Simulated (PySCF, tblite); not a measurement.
# 3-fluoropropan-1-amine (C₃H₈FN): isotopologues and vibrational averages

Aim: rotational constants, zero-point energies and shieldings of isotopologues of 3-fluoropropan-1-amine (C₃H₈FN) (`NCCCF`).

Computed with tblite 0.8.0 (tight binding) and PySCF 2.14.0 (DFT, with response routines of our own); each step states its level. Atoms count from 0 throughout.

## 1. The molecule as given

13 atoms, charge 0, multiplicity 1; geometry from: force field or distance geometry start.

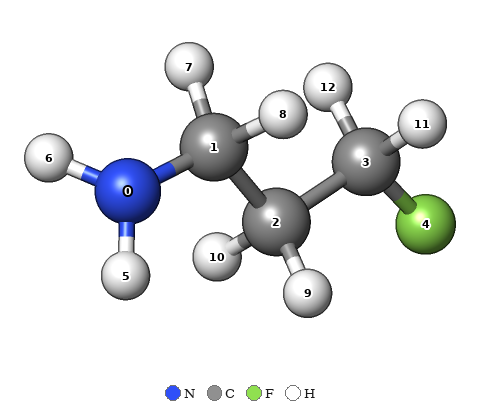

The starting geometry (nitrogen blue, carbon grey, fluorine green, hydrogen white), atoms numbered.

## 2. GFN2-xTB relaxation, lowest of a short conformer search

Job settings and geometry (Å):

```
{"job": {"xc": "GFN2-xTB", "basis": "xTB", "kind": "relax"}, "charge": 0, "multiplicity": 1}
N     -2.026900    -0.061300     0.108000
C     -0.716200     0.031900     0.490300
C      0.338300    -0.102400    -0.579200
C      1.694200     0.027100    -0.007100
F      2.681500    -0.095500    -0.910100
H     -2.271000    -0.567700    -0.763100
H     -2.631800     0.792500     0.265200
H     -0.532100     0.960100     1.139400
H     -0.446500    -0.833300     1.259200
H      0.192000    -1.075800    -1.093200
H      0.171100     0.696200    -1.363000
H      1.800300    -0.779100     0.825700
H      1.729500     1.009200     0.557000
```

Command:

```
OMP_NUM_THREADS=1 python ens_run.py task.json out
```

This one command runs the whole study; its stages follow in the order run.

Output:

```text
step      E/eV     max force
  0    -492.95727    3.972
  1    -493.36179    1.389
  2    -493.41600    0.773
  3    -493.46868    0.835
  4    -493.49699    0.832
  5    -493.52127    0.421
  6    -493.52950    0.255
  7    -493.53505    0.174
  8    -493.53784    0.186
  9    -493.54186    0.176
 10    -493.54776    0.201
 11    -493.55679    0.309
 12    -493.56726    0.288
 13    -493.57722    0.270
 14    -493.58522    0.263
 15    -493.59355    0.221
 16    -493.60227    0.222
 17    -493.60922    0.246
 18    -493.61523    0.229
 19    -493.62130    0.268
 20    -493.62782    0.259
 21    -493.63542    0.283
 22    -493.63803    0.184
 23    -493.64049    0.154
 24    -493.64252    0.136
 25    -493.64500    0.190
 26    -493.64772    0.173
 27    -493.65088    0.174
 28    -493.65447    0.192
 29    -493.65826    0.177
 30    -493.66120    0.217
 31    -493.66385    0.157
 32    -493.66595    0.127
 33    -493.66821    0.105
 34    -493.66945    0.087
 35    -493.67040    0.092
 36    -493.67122    0.101
 37    -493.67192    0.060
 38    -493.67223    0.041
 39    -493.67239    0.032
 40    -493.67252    0.036
 41    -493.67266    0.026
 42    -493.67274    0.021
 43    -493.67280    0.021
 44    -493.67285    0.021
 45    -493.67291    0.019
 46    -493.67298    0.025
 47    -493.67304    0.024
 48    -493.67311    0.021
 49    -493.67318    0.021
 50    -493.67325    0.023
 51    -493.67333    0.032
 52    -493.67340    0.026
 53    -493.67346    0.018
 54    -493.67353    0.022
 55    -493.67363    0.035
 56    -493.67380    0.054
 57    -493.67402    0.057
 58    -493.67424    0.040
 59    -493.67444    0.033
 60    -493.67460    0.035
 61    -493.67477    0.044
 62    -493.67494    0.033
 63    -493.67508    0.027
 64    -493.67518    0.024
 65    -493.67528    0.033
 66    -493.67535    0.026
 67    -493.67541    0.015
 68    -493.67544    0.011
 69    -493.67545    0.011
 70    -493.67546    0.009
 71    -493.67547    0.006
 72    -493.67547    0.005
 73    -493.67547    0.005
 74    -493.67548    0.003
```

It took 0.18 s on 1 thread of Arm Neoverse V2, shared host.

Gain 0.718 eV; displacement 0.29 Å root mean square.

## 3. Tight optimisation and Hessian

Job settings and geometry (Å):

```
{"job": {"xc": "B3LYP", "basis": "pcSseg-1", "grid": 2, "temperatures": [350, 1000], "kind": "geom"}, "charge": 0, "multiplicity": 1}
N     -2.129785    -0.002533     0.176117
C     -0.749579     0.012313     0.615783
C      0.285498    -0.020396    -0.519790
C      1.704995     0.013465     0.022819
F      2.612159    -0.000011    -1.010584
H     -2.319980    -0.838322    -0.366603
H     -2.322089     0.799528    -0.414752
H     -0.603964     0.915625     1.215115
H     -0.601682    -0.852660     1.268627
H      0.153457    -0.927795    -1.115052
H      0.137439     0.839088    -1.178999
H      1.921089    -0.863810     0.641263
H      1.894886     0.927453     0.595145
```

Output:

```text
step   0  E = -7447.6601046 eV  max force = 0.74141
step   1  E = -7447.6888903 eV  max force = 0.13043
step   2  E = -7447.6894971 eV  max force = 0.01276
step   3  E = -7447.6895121 eV  max force = 0.00290
step   4  E = -7447.6895136 eV  max force = 0.00137
step   5  E = -7447.6895136 eV  max force = 0.00137
step   6  E = -7447.6895136 eV  max force = 0.00093
harmonic wavenumbers (cm-1): 104.2 123.3 186.2 321.1 393.8 456.6 766.3 854.2 857.7 1011.7 1031.2 1042.7 1069.6 1115.1 1206.2 1281.7 1290.0 1313.0 1392.4 1395.0 1425.6 1487.1 1496.4 1513.6 1653.4 3007.0 3012.8 3022.9 3036.0 3053.5 3077.2 3456.1 3535.0
```

Wall time 9.5 min (1 thread of Arm Neoverse V2, shared host); peak memory 0.64 GiB.

## 4. Displacements along the modes, parent

Job settings and geometry (Å):

```
{"job": {"xc": "B3LYP", "basis": "pcSseg-1", "grid": 2, "temperatures": [350, 1000], "kind": "vib", "mass_numbers": [14, 12, 12, 12, 19, 1, 1, 1, 1, 1, 1, 1, 1]}, "charge": 0, "multiplicity": 1}
N     -2.154223    -0.008368     0.176887
C     -0.760123     0.014369     0.614819
C      0.295754    -0.013402    -0.502402
C      1.719875     0.011749     0.018942
F      2.620377    -0.014749    -1.050882
H     -2.335746    -0.840497    -0.382348
H     -2.347687     0.787415    -0.429264
H     -0.620313     0.911099     1.233268
H     -0.608868    -0.840462     1.287576
H      0.162796    -0.915322    -1.115165
H      0.151776     0.847225    -1.169655
H      1.935291    -0.859592     0.650632
H      1.923539     0.922480     0.596679
```

Output:

```text
mode    cm-1    km/mol   phi_rrr   E(+)/cm-1  E(-)/cm-1
  1    104.16     9.34      -3.4      21.20      20.36
  2    123.35     1.93      -1.4      25.48      25.49
  3    186.24    10.51      -2.0      34.42      33.13
  4    321.14    46.04      18.6      79.56      77.49
  5    393.83     4.92     -40.0      69.33      72.49
  6    456.56     0.16       2.7      82.29      82.30
  7    766.28     1.66       0.5     139.50     139.44
  8    854.25     0.24      -0.8     154.61     154.46
  9    857.71   202.07     331.1     169.86     144.70
 10   1011.70     2.84      16.7     182.96     181.57
 11   1031.18     1.05      -0.7     185.95     186.32
 12   1042.68   127.11    -219.3     180.31     195.50
 13   1069.59     1.28     115.2     196.89     188.42
 14   1115.10    20.42     199.1     208.25     193.51
 15   1206.18     2.51       0.5     217.58     217.18
 16   1281.70     1.34       0.6     231.01     231.28
 17   1290.00     0.21      -0.1     232.28     232.39
 18   1313.03     0.69       0.3     236.43     236.65
 19   1392.37     1.13      -1.9     250.86     250.94
 20   1395.00     6.25      -1.3     251.73     251.37
 21   1425.56    24.58       8.1     256.79     257.04
 22   1487.10     0.05     -57.8     265.98     269.56
 23   1496.38     2.87      -8.7     268.90     269.97
 24   1513.61     1.58      84.6     276.03     269.16
 25   1653.38    24.39    -138.2     292.46     303.12
 26   3007.01     3.83     990.8     578.58     507.04
 27   3012.82     7.79    -662.2     519.72     567.13
 28   3022.86    89.52    -807.6     516.71     574.50
 29   3035.97     4.44     -35.6     546.56     549.27
 30   3053.46     3.74       5.6     550.92     550.43
 31   3077.25    83.36       0.5     555.35     555.24
 32   3456.07     0.24    1628.6     683.86     567.32
 33   3535.00     0.65      -4.9     639.97     640.18
```

Run time: 11 min. Hardware: 1 thread of Arm Neoverse V2, shared host; peak memory 0.67 GiB.

## 5. Displacements along the modes, 13C at atom 2

Changed since step 4:

```diff
@@ -1,2 +1,2 @@
-{"job": {"xc": "B3LYP", "basis": "pcSseg-1", "grid": 2, "temperatures": [350, 1000], "kind": "vib", "mass_numbers": [14, 12, 12, 12, 19, 1, 1, 1, 1, 1, 1, 1, 1]}, "charge": 0, "multiplicity": 1}
+{"job": {"xc": "B3LYP", "basis": "pcSseg-1", "grid": 2, "temperatures": [350, 1000], "kind": "vib", "mass_numbers": [14, 12, 13, 12, 19, 1, 1, 1, 1, 1, 1, 1, 1]}, "charge": 0, "multiplicity": 1}
 N     -2.154223    -0.008368     0.176887
```

Output:

```text
mode    cm-1    km/mol   phi_rrr   E(+)/cm-1  E(-)/cm-1
  1    102.97     8.83       3.0      19.95      20.79
  2    122.87     2.33       1.7      25.56      25.57
  3    184.41    10.26       2.0      32.80      34.09
  4    321.04    46.13     -18.6      77.52      79.60
  5    393.43     5.00      39.9      72.42      69.26
  6    453.97     0.16      -2.6      81.84      81.82
  7    765.15     1.69      -0.6     139.25     139.30
  8    853.93     0.67       1.0     154.41     154.52
  9    855.91   197.53    -318.0     144.78     169.00
 10    998.08     3.15     -63.6     177.48     182.20
 11   1028.77     1.09      -0.2     185.51     185.86
 12   1039.46   128.12     224.7     195.19     179.57
 13   1056.43     5.81    -145.4     184.92     195.70
 14   1112.07    19.19     229.1     208.83     191.96
 15   1202.45     2.37      -0.4     216.48     216.88
 16   1273.51     1.10      -0.0     229.84     229.60
 17   1284.71     0.28       0.1     231.45     231.37
 18   1312.93     0.70      -0.3     236.63     236.41
 19   1391.38     5.02      -0.4     250.77     251.17
 20   1392.81     4.46      -4.0     251.23     251.08
 21   1420.82    21.97     -10.6     256.14     256.10
 22   1484.55     0.13      59.3     269.21     265.43
 23   1494.73     2.70     -23.1     268.56     269.71
 24   1513.35     1.38     -89.2     268.95     276.16
 25   1653.38    24.39     138.2     303.12     292.46
 26   3003.87     0.25   -1015.6     505.68     578.90
 27   3010.39    17.41    -376.4     529.37     556.73
 28   3022.29    83.66    1004.7     581.78     509.84
 29   3030.18     0.47      32.3     548.17     545.70
 30   3051.04    10.74     -17.6     549.85     551.22
 31   3074.13    80.23       2.2     555.11     555.03
 32   3456.07     0.24   -1628.6     567.32     683.86
 33   3535.00     0.65       4.9     640.18     639.97
```

Run time: 11 min. Hardware: 1 thread of Arm Neoverse V2, shared host; peak memory 0.64 GiB.

## 6. Vibrational averages by isotopologue

Job settings and geometry (Å):

```
{"job": {"xc": "B3LYP", "basis": "pcSseg-1", "grid": 2, "temperatures": [350, 1000], "kind": "iso"}, "charge": 0, "multiplicity": 1}
N     -2.154223    -0.008368     0.176887
C     -0.760123     0.014369     0.614819
C      0.295754    -0.013402    -0.502402
C      1.719875     0.011749     0.018942
F      2.620377    -0.014749    -1.050882
H     -2.335746    -0.840497    -0.382348
H     -2.347687     0.787415    -0.429264
H     -0.620313     0.911099     1.233268
H     -0.608868    -0.840462     1.287576
H      0.162796    -0.915322    -1.115165
H      0.151776     0.847225    -1.169655
H      1.935291    -0.859592     0.650632
H      1.923539     0.922480     0.596679
```

Output:

```text
parent
  Be/MHz 20054.195 1913.891 1823.465
  B0/MHz 19842.347 1897.99 1808.894
  ZPE/cm-1 24994.3
  <sigma>(0 K)/ppm 209.275 131.101 129.517 88.393 394.393 30.397 30.419 28.381 28.387 29.116 29.117 26.500 26.493
13C at atom 2
  Be/MHz 19969.979 1913.87 1822.747
  B0/MHz 19757.455 1898.091 1808.296
  ZPE/cm-1 24948.0
  <sigma>(0 K)/ppm 209.291 131.112 129.529 88.400 394.423 30.397 30.419 28.382 28.388 29.117 29.119 26.501 26.494
```

It took 32 min on 1 thread of Arm Neoverse V2, shared host; peak memory 0.67 GiB. This counts the whole study up to here.

Rotational constants (MHz) at equilibrium and in the ground state:

```csv
isotopologue,Be,B0,zero-point change (cm⁻¹)
parent,"20054.2, 1913.9, 1823.5","19842.3, 1898.0, 1808.9",0.0
13C at atom 2,"19970.0, 1913.9, 1822.7","19757.5, 1898.1, 1808.3",-46.2
```

Shieldings of the first species (ppm): at equilibrium, the vibrational parts at 0 K, and the averages:

```csv
atom,equilibrium,anharmonic,harmonic,0 K,350 K,1000 K
N0,220.50,2.96,-14.19,209.27,208.25,206.23
C1,136.73,-1.16,-4.47,131.10,130.72,129.23
C2,135.38,-1.09,-4.77,129.52,129.79,129.79
C3,93.16,-1.23,-3.54,88.39,88.24,86.88
F4,407.68,-1.73,-11.55,394.39,390.69,378.30
H5,31.19,0.17,-0.97,30.40,30.35,30.10
H6,31.19,0.20,-0.97,30.42,30.40,30.23
H7,29.17,-0.18,-0.61,28.38,28.35,28.12
H8,29.16,-0.17,-0.61,28.39,28.37,28.15
H9,29.88,-0.18,-0.58,29.12,29.07,28.79
H10,29.88,-0.18,-0.58,29.12,29.07,28.81
H11,27.14,-0.13,-0.51,26.50,26.50,26.38
H12,27.14,-0.14,-0.51,26.49,26.49,26.34
```

Isotope effects on the shieldings at 0 K (ppb; positive means more shielded):

```csv
atom,13C at atom 2
N0,16
C1,11
C2,12
C3,7
F4,30
H5,0
H6,0
H7,1
H8,1
H9,2
H10,2
H11,0
H12,0
```

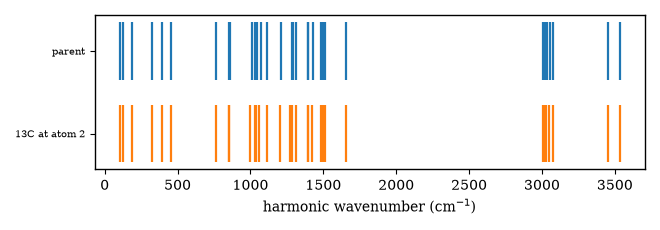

Harmonic wavenumbers of each isotopologue.

## 7. Summary of results

| quantity | value |
| --- | --- |
| point group | Cs |
| B0 of the first species | 19842.3, 1898.0, 1808.9 MHz |
| zero-point energy | 24994 cm⁻¹ |
| zero-point change of σ(F4) | -13.29 ppm |

In words: Zero-point motion changes the shielding of F4 most, by -13.29 ppm. The largest secondary isotope effect is 30 ppb on F4, 2 bonds from the change (13C at atom 2). The job flags a low mode; perturbation theory is less sure for low modes. Internal rotors are held in one well.
